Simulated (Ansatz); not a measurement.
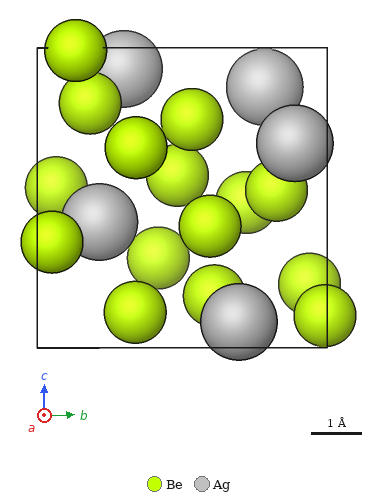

Starting frame of a dynamics run of an amorphous cell of composition Be₃Ag (20 atoms in the cell). It starts from the last geometry of an earlier run, with fresh velocities. The picture is a spheres-only view of the simulation cell, seen along the a axis.

These are results of Ansatz, DFT PBE, scalar-relativistic, plane waves, PAW, not measurements.

The input:
```yaml
crystal:
  lattice:
    - [5.99465, 0.008535, -0.164078]
    - [0.008535, 5.839466, 0.003265]
    - [-0.164078, 0.003265, 6.050403]
  atoms:
    - { symbol: Be, position: [0.659266202, 0.5334537617, 0.7613427483] }
    - { symbol: Be, position: [0.6235588173, 0.1826418433, 0.8162378434] }
    - { symbol: Be, position: [0.4648314881, 0.8252020611, 0.5247972493] }
    - { symbol: Be, position: [0.4238710628, 0.6107540917, 0.1731940511] }
    - { symbol: Be, position: [0.6874669891, 0.3377699552, 0.1186149667] }
    - { symbol: Be, position: [0.0266566079, 0.4176263383, 0.2996426916] }
    - { symbol: Be, position: [0.9477075985, 0.3408261052, 0.6674149775] }
    - { symbol: Be, position: [0.3395380807, 0.4834607309, 0.5750136868] }
    - { symbol: Be, position: [0.5522996832, 0.9923865289, 0.1067270498] }
    - { symbol: Be, position: [0.9478475001, 0.1324187263, 0.9915459523] }
    - { symbol: Be, position: [0.1723938384, 0.9392980144, 0.2117667825] }
    - { symbol: Be, position: [0.1655548096, 0.0657486465, 0.5343379047] }
    - { symbol: Be, position: [0.7451735344, 0.5961566082, 0.4055859013] }
    - { symbol: Be, position: [0.0975942483, 0.7222704947, 0.4844174368] }
    - { symbol: Be, position: [0.8954632158, 0.0508356734, 0.3530223459] }
    - { symbol: Ag, position: [0.2813680893, 0.2991607454, 0.9300909765] }
    - { symbol: Ag, position: [0.8099604877, 0.8885472371, 0.6814007314] }
    - { symbol: Ag, position: [0.2759086284, 0.7848252568, 0.8689019488] }
    - { symbol: Ag, position: [0.858352274, 0.6956256968, 0.086259082] }
    - { symbol: Ag, position: [0.5247596684, 0.2140588992, 0.4198227827] }
  symmetry: { detect: false }
basis:
  ecutwfc: 420
  xc_grid: 1
kpoints:
  mp_grid: { grid: [1, 1, 1], shift: [0.25, 0.25, 0.25] }
hamiltonian:
  xc: pbe
scf:
  occupations: { method: fermi_dirac, width: 0.0741 }
  lower_state_search: "off"
  convergence: { dr2_threshold: 1.0e-05 }
output:
  forces: true
  stress: true
md:
  timestep: 1.5
  n_steps: 250
  ensemble: nvt_langevin
  friction: 0.03
  temperature: 860.0
  initial_velocities: maxwell_boltzmann
  seed: 60161
```

Command:
```bash
ansatz run input.yaml --threads 2 --pin off --max-ram 5120MiB --backend cpu --events-out ev --progress --plain --runs-dir out
```

**Predict how the run goes.**

The mean temperature in the second half is 937 K (standard deviation 115 K). The potential energy in the second half lies on average 22.1 meV per atom below the first frame. The mean pressure there is 7.1 GPa. Root-mean-square distances from the starting positions over the second half, with the common drift of all atoms taken out: Be 0.48 Å, Ag 0.36 Å. Against the typical shortest distance between atoms in the first frame, about 2.1 Å these are large excursions, but over 375 fs one can't yet tell strong vibration from the start of diffusion.

Along the run (each row but the first and the last is the mean over the interval that it begins):

| time (fs) | potential energy (meV/atom) | T (K) | p (GPa) |
| --- | --- | --- | --- |
| 0.0 | 0.0 | 817 | 7.7 |
| 37.5 | -27.4 | 1107 | 8.0 |
| 75.0 | -28.6 | 997 | 7.0 |
| 112.5 | -43.0 | 928 | 6.4 |
| 150.0 | -25.4 | 878 | 6.7 |
| 187.5 | -33.7 | 882 | 6.2 |
| 225.0 | -13.7 | 952 | 7.5 |
| 262.5 | -35.3 | 951 | 6.6 |
| 300.0 | -22.4 | 895 | 7.2 |
| 337.5 | -6.1 | 995 | 8.0 |
| 375.0 | -3.4 | 1232 | 8.4 |

The paths of the atoms:

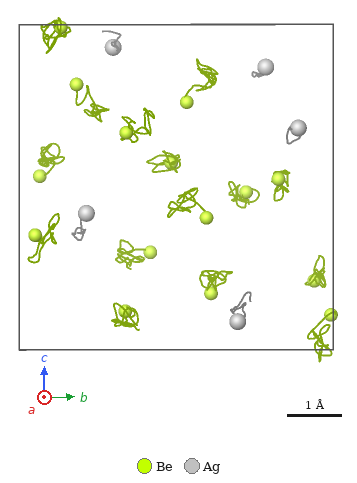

Limits of the set-up: the k-point mesh is coarse for a cell with partly filled bands; the periodic images lie only 5.8 Å apart, so the values are limited by the cell's size.
